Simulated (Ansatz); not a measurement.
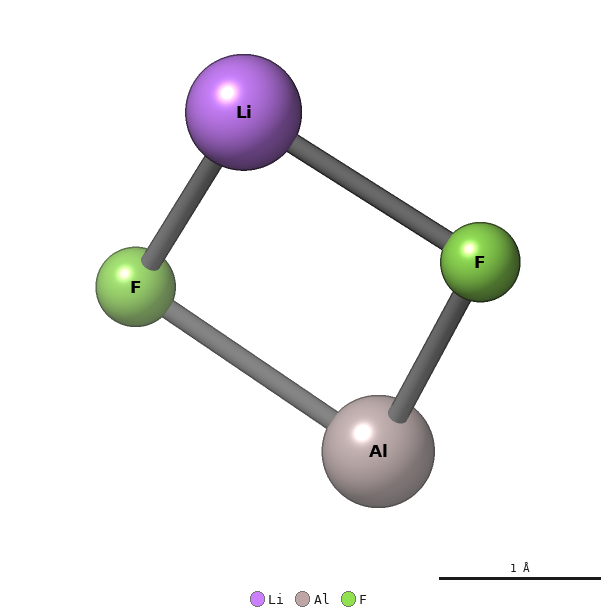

Atoms fade into the background with distance from the viewer. Computed geometry: PBE0-D4/def2-TZVP optimisation. No frequency run is at hand to confirm it as a minimum. Masses are those of the most abundant isotopes; constants are for the rigid equilibrium geometry.

Classify the rotor and give the rotational constants (MHz).

Answer. An asymmetric top (C2v): A = 10079, B = 8916, C = 4731 MHz. Ray's parameter κ is 0.57, nearer the oblate limit.
